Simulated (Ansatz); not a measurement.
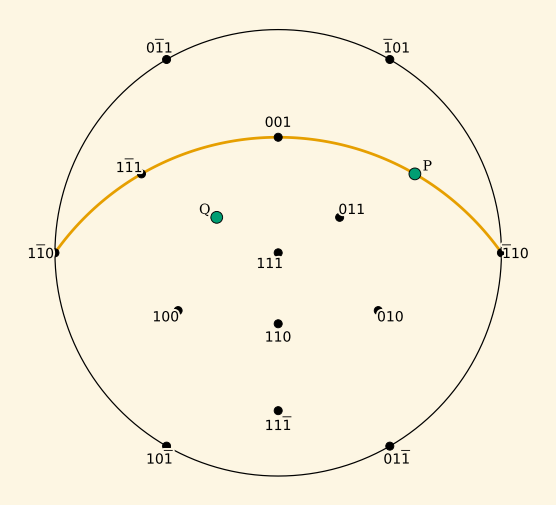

Stereographic projection of plane normals (upper hemisphere) centred on (1 1 1). Crystal: Sb4C3, the end point of a relaxation with DFT PBE, scalar-relativistic, plane waves, PAW (Ansatz 0.2.0); the starting structure was generated, so it need not be a known form of this composition. Geometry calculated from the standardised cell; symmetry tolerance 0.002 Å.

a = 10.189 Å, b = 10.189 Å, c = 10.189 Å, α = 90.00°, β = 90.00°, γ = 90.00°.

**Index the poles marked P, Q.**

P is (−1 1 1), 70.5° from the centre; Q is (1 0 1), 35.3° from the centre.

**Which zone does the coloured great circle trace?**

The zone [1 1 0]: its poles satisfy h + k = 0.

**What is the angle between the normals of (−1 0 1) and (1 1 1), and what are their d_hkl = 1/|g|?**

90.0°; d = 7.205 Å and 5.883 Å.
